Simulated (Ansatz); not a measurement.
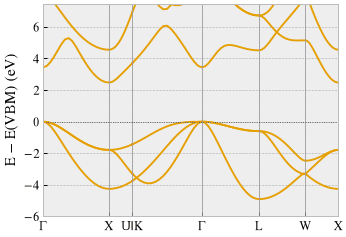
Fig. 1. Band structure from r²SCAN in the plane-wave PAW code Ansatz

Problem. Read off the gap and where the band edges lie.

Solution. About 2.5 eV (2.48 eV by a search for the band edges); maximum at Γ, minimum at X.

The material is MgSe (rock salt, space group No. 225).

Space group Fm-3m (rock salt). Symmetry was held in the r²SCAN relaxation. The volume moved by -30 % from the start of the relaxation. Scalar-relativistic: spin–orbit coupling is off unless named, which matters more the heavier the elements.

Potentials: the later of the program's two PAW sets.
